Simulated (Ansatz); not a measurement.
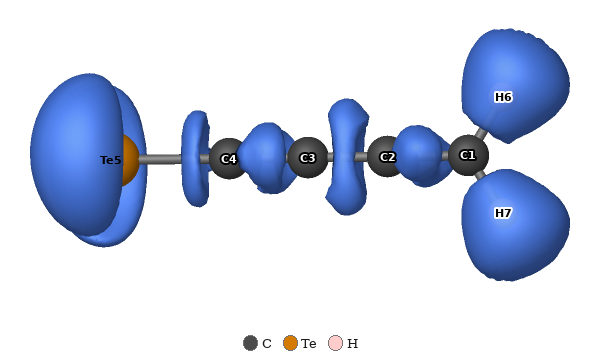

C4H2Te (SMILES C=C=C=C=[Te]). Isosurface of the ELF at 0.8 (blue), seen across its widest extent. Only the valence region is drawn (cores and ρ < 0.01 e/Å³ removed).

Geometry: PBE0-D3(BJ)/def2-SVP; core potentials replace the inner electrons of Te.

All numbers below come from isolated molecule in a Gaussian basis; Kohn-Sham density functional theory, functional PBE0 in Ansatz.

The calculation's input:

```
crystal:
  periodic: [false, false, false]
  atoms:
    - symbol: C
      position_ang: [-0.279920, -1.140933, 0.736352]
    - symbol: C
      position_ang: [-1.383654, -0.705714, 1.296914]
    - symbol: C
      position_ang: [-2.467872, -0.278204, 1.847572]
    - symbol: C
      position_ang: [-3.542594, 0.145371, 2.393299]
    - symbol: Te
      position_ang: [-5.154870, 0.780821, 3.211842]
    - symbol: H
      position_ang: [0.636945, -1.269499, 1.321693]
    - symbol: H
      position_ang: [-0.248442, -1.386335, -0.330685]
basis:
  gaussian: {orbitals: def2-TZVPD}
hamiltonian: {xc: {name: PBE0}}
output: {forces: true, orbitals: {seedname: orbitals}}
```

Launched as:

```sh
ansatz run input.yaml --threads 1 --pin off --max-ram 2610MiB --events-out events.jsonl --progress --plain --runs-dir runs
```

Describe the localisation domains.

Answer. The surface consists of three regions between bonded C–C atoms (shared pairs), one region between bonded C–Te atoms (shared pairs), two regions around hydrogen nuclei and two lobes on Te, pointing away from the bonds (lone pairs). Along the contacts the grid gives the following. C–C (1.28 Å): the ELF peaks at about 0.90 between the atoms (a multiple bond). C–Te (1.92 Å): the ELF peaks at about 0.85 between the atoms; a covalent bond.
